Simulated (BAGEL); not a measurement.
# GeHClF2 (SMILES [F][GeH]([F])[Cl]) at PBE0/cc-pVDZ (density fitting with qzvpp-jkfit)

What is the energy change on altering one bond length of GeHClF2 at PBE0/cc-pVDZ (density fitting with qzvpp-jkfit)? 

The results are computed with BAGEL 1.2.2.

3 further runs of the same task are left out: 3 that didn't finish.

## Step 1: The molecule

The species is GeHClF2 (5 atoms), meant as a singlet with charge 0. SMILES: `[F][GeH]([F])[Cl]`. The shape is that of a PBE0-D4/def2-TZVP optimisation.

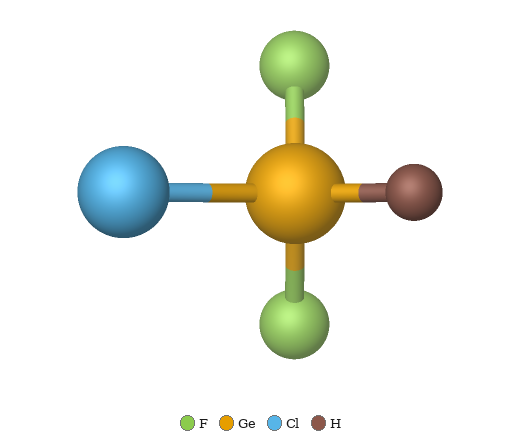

Viewed from a chosen angle; fluorine green, germanium amber, chlorine blue, hydrogen brown.

## Step 2: The energy at PBE0/cc-pVDZ (density fitting with qzvpp-jkfit)

The input, dft.json:

```json
{ "bagel" : [

{
  "title" : "molecule",
  "basis" : "cc-pvdz.json",
  "df_basis" : "qzvpp-jkfit",
  "angstrom" : true,
  "geometry" : [
    { "atom" : "F", "xyz" : [       1.537600,       0.699700,      -0.229900 ] },
    { "atom" : "Ge", "xyz" : [       0.016700,      -0.011800,       0.110900 ] },
    { "atom" : "F", "xyz" : [      -1.125600,       1.248800,      -0.092800 ] },
    { "atom" : "Cl", "xyz" : [      -0.360000,      -1.470300,      -1.365500 ] },
    { "atom" : "H", "xyz" : [      -0.018800,      -0.539900,       1.536000 ] }
  ]
},

{
  "title" : "ks",
  "xc_func" : "pbe0"
},

{
  "title" : "print",
  "file" : "orbitals.molden",
  "orbitals" : true
}

]}
```

The basis set cc-pVDZ is read from a file made from the Basis Set Exchange's data (not shown).

On the command line:

```bash
$ BAGEL_NUM_THREADS=1 BAGEL dft.json > dft.out
```

What it wrote:

```text
* using 1 threads per process

  ===============================================================
  ===============================================================

  *** Geometry ***

  { "atom" : "F", "xyz" : [      2.905643,      1.322241,     -0.434448 ] },
  { "atom" : "Ge", "xyz" : [      0.031558,     -0.022299,      0.209571 ] },
  { "atom" : "F", "xyz" : [     -2.127076,      2.359890,     -0.175367 ] },
  { "atom" : "Cl", "xyz" : [     -0.680301,     -2.778464,     -2.580421 ] },
  { "atom" : "H", "xyz" : [     -0.035527,     -1.020263,      2.902619 ] },

  Number of auxiliary basis functions:      566

  Since a DF basis is specified, we compute 2- and 3-index integrals:
    o Being stored without compression. Storage requirement is 0.028 GB

  Number of basis functions:       78
  Number of electrons      :       68

    * METHOD: MOLECULE                             0.33

  *** Kohn-Sham DFT ***

    * Removing 8165 points whose weight is below 1.00e-10
    * Grid points: 66365

  === Nuclear Repulsion ===
   400.0452952271

       - DIIS with orbital gradients will be used.

  === KS iteration (pbe0 / cc-pvdz.json) ===
      0      -2712.81373026          0.15136810           0.37
      1      -2658.41321759          0.20207749           0.34
      2      -2707.72671859          0.13343534           0.31
      3      -2731.67681290          0.06487861           0.34
      4      -2736.49693742          0.02659924           0.34
      5      -2736.74948943          0.01720131           0.33
      6      -2736.93030492          0.00752122           0.30
      7      -2736.94534693          0.00535704           0.34
      8      -2736.97496340          0.00026543           0.34
      9      -2736.97500159          0.00005867           0.28
     10      -2736.97500322          0.00001231           0.34
     11      -2736.97500333          0.00000285           0.34
     12      -2736.97500334          0.00000118           0.30
     13      -2736.97500334          0.00000025           0.34
     14      -2736.97500334          0.00000015           0.35
     15      -2736.97500334          0.00000004           0.33
     16      -2736.97500334          0.00000001           0.31
     17      -2736.97500334          0.00000000           0.34
    * SCF iteration converged.

    * Permanent dipole moment:
           (    0.074077,     0.528798,    -0.679791) a.u.

    * METHOD: KS                                   6.24

    * METHOD: PRINT                                0.01

  ===============================================================
```

Wall time 6.9 s (1 thread of Arm Neoverse V2, shared host); peak memory 0.31 GiB.

## Step 3: The distorted shape, same level

The input, calc.json:

```json
{ "bagel" : [

{
  "title" : "molecule",
  "basis" : "cc-pvdz.json",
  "df_basis" : "qzvpp-jkfit",
  "angstrom" : true,
  "geometry" : [
    { "atom" : "F", "xyz" : [       2.298049,       1.055450,      -0.400300 ] },
    { "atom" : "Ge", "xyz" : [       0.016700,      -0.011800,       0.110900 ] },
    { "atom" : "F", "xyz" : [      -1.125600,       1.248800,      -0.092800 ] },
    { "atom" : "Cl", "xyz" : [      -0.360000,      -1.470300,      -1.365500 ] },
    { "atom" : "H", "xyz" : [      -0.018800,      -0.539900,       1.536000 ] }
  ]
},

{ "title" : "ks", "xc_func" : "pbe0" },

{ "title" : "print", "file" : "orbitals.molden", "orbitals" : true }

]}
```

The basis set cc-pVDZ is read from a file made from the Basis Set Exchange's data (not shown).

On the command line:

```bash
$ BAGEL_NUM_THREADS=1 BAGEL calc.json > calc.out
```

What it wrote:

```text
* using 1 threads per process

  ===============================================================
  ===============================================================

  *** Geometry ***

  { "atom" : "F", "xyz" : [      4.342683,      1.994511,     -0.756457 ] },
  { "atom" : "Ge", "xyz" : [      0.031558,     -0.022299,      0.209571 ] },
  { "atom" : "F", "xyz" : [     -2.127076,      2.359890,     -0.175367 ] },
  { "atom" : "Cl", "xyz" : [     -0.680301,     -2.778464,     -2.580421 ] },
  { "atom" : "H", "xyz" : [     -0.035527,     -1.020263,      2.902619 ] },

  Number of auxiliary basis functions:      566

  Since a DF basis is specified, we compute 2- and 3-index integrals:
    o Being stored without compression. Storage requirement is 0.028 GB

  Number of basis functions:       78
  Number of electrons      :       68

    * METHOD: MOLECULE                             0.33

  *** Kohn-Sham DFT ***

    * Removing 7405 points whose weight is below 1.00e-10
    * Grid points: 67125

  === Nuclear Repulsion ===
   361.9277387246

       - DIIS with orbital gradients will be used.

  === KS iteration (pbe0 / cc-pvdz.json) ===
      0      -2692.54602520          0.10898545           0.33
      1      -2470.35054251          0.17427301           0.35
      2      -2691.42347391          0.11646763           0.35
      3      -2720.98296266          0.08117605           0.30
      4      -2721.04025257          0.13120592           0.35
      5      -2734.39228103          0.04669028           0.35
      6      -2736.24960638          0.02327372           0.32
      7      -2736.51102992          0.01855248           0.35
      8      -2736.37842716          0.02495892           0.35
      9      -2736.85038950          0.00266048           0.32
     10      -2736.85353552          0.00159753           0.34
     11      -2736.85561872          0.00030627           0.35
     12      -2736.85568028          0.00016702           0.33
     13      -2736.85570166          0.00002058           0.31
     14      -2736.85570229          0.00000556           0.35
     15      -2736.85570234          0.00000177           0.34
     16      -2736.85570235          0.00000105           0.30
     17      -2736.85570235          0.00000133           0.35
     18      -2736.85570235          0.00000025           0.35
     19      -2736.85570235          0.00000009           0.31
     20      -2736.85570235          0.00000005           0.35
     21      -2736.85570235          0.00000001           0.35
     22      -2736.85570235          0.00000000           0.32
    * SCF iteration converged.

    * Permanent dipole moment:
           (    1.159405,     1.114274,    -0.824697) a.u.

    * METHOD: KS                                   8.03

    * METHOD: PRINT                                0.01

  ===============================================================
```

It took 8.7 s on 1 thread of Arm Neoverse V2, shared host; peak memory 0.32 GiB.

## Step 4: Outcome

At PBE0/cc-pVDZ (density fitting with qzvpp-jkfit):

| quantity | value |
| --- | --- |
| first shape: total energy | -2736.97500 Eh |
| first shape: dipole moment | 2.20 D |
| first shape: HOMO energy | -9.90 eV |
| first shape: LUMO energy | -0.69 eV |
| first shape: HOMO–LUMO gap | 9.21 eV |
| distorted shape: total energy | -2736.85570 Eh |
| distorted shape: dipole moment | 4.59 D |
| distorted shape: HOMO energy | -8.51 eV |
| distorted shape: LUMO energy | -3.91 eV |
| distorted shape: HOMO–LUMO gap | 4.60 eV |
| energy change with the F1–Ge2 bond stretched from 1.713 to 2.570 Å | 3.246 eV |

What this shows: With the F1–Ge2 bond stretched from 1.713 to 2.570 Å the energy rises by 3.25 eV (75 kcal/mol). The first shape isn't relaxed at this level, so the change isn't measured from a minimum.
